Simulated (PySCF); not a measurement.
# GeNBr: relaxation and vibrations of the singlet

The task is one start of a wider search on GeNBr: the singlet, from a bent start. It is relaxed, tested by its Hessian and followed downhill if it is a saddle.

Computed with PySCF 2.14.0. Level: PBE0, basis Ge def2-TZVP, N def2-TZVP, Br def2-TZVP, no relativity, density fitting.

**1. The system as given**

3 atoms, charge 0, spin multiplicity 1.

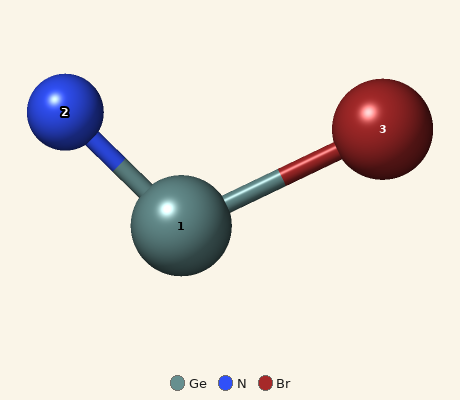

Start geometry, drawn with germanium teal, nitrogen blue, bromine red; atoms are numbered from 1 in the order of the file.

Z-matrix (Å, degrees; charge 0 multiplicity 1):
```
Ge
N  1 1.7100
Br 1 2.3500 2 110.00
```

**2. The SCF at the typed geometry**

The steps below are one call of a driver around PySCF. For each, scf.py gives the equivalent set-up of the SCF; relaxations use the driver's own optimiser. After this first run the driver tries any further starts and a stability analysis.

Contents of scf.py:

```python
from pyscf import gto, scf, dft
mol = gto.M(atom='''
Ge     0.000000     0.000000     0.000000
N     -1.400700     0.000000     0.980800
Br     1.925000     0.000000     1.347900''',
    basis={'Ge': 'def2-TZVP', 'N': 'def2-TZVP', 'Br': 'def2-TZVP'},
    charge=0, spin=0)
mf = dft.RKS(mol, xc='PBE0')
mf.grids.atom_grid = (50, 194)
aux = {'Ge': 'def2-universal-JKFIT', 'N': 'def2-universal-JKFIT', 'Br': 'def2-universal-JKFIT'}
mf = mf.density_fit(auxbasis=aux)
mf.conv_tol = 1e-08
mf.diis_space = 10
mf.max_cycle = 60
mf.init_guess = 'minao'
mf.verbose = 4
mf.kernel()
```

Run with:

```
$ OMP_NUM_THREADS=4 python axn.py task.json out
```

After this run come: Bent start, singlet: relaxation; Frequencies.

What does the calculation give? Wanted: minimum; geometry; wavenumbers; dipole moment; highest occupied, lowest empty level; polar-tensor charge of Ge1; zero-point energy; atomisation energy.

The runs gave:

| quantity | value |
| --- | --- |
| minimum | singlet, C∞v |
| geometry | Ge–Br 2.253 Å, Ge–N 1.637 Å; Br–Ge–N 180.0° |
| wavenumbers (cm⁻¹) | 101 (π), 308 (σ+), 1043 (σ+) |
| dipole moment | 3.95 D |
| highest occupied, lowest empty level | -7.72, -3.42 eV |
| polar-tensor charge of Ge1 | +0.60 e |
| zero-point energy | 9.3 kJ/mol |
| entropy at 298.15 K | 283.9 J/(mol K) |
| atomisation energy (no zero-point energy) | 560 kJ/mol |

**Reading.** From Cs at the start the molecule goes to a C∞v minimum. The strongest infrared band lies at 101 cm⁻¹ (π, bend). Only this shape and spin were tried, so other structures or states may lie lower.
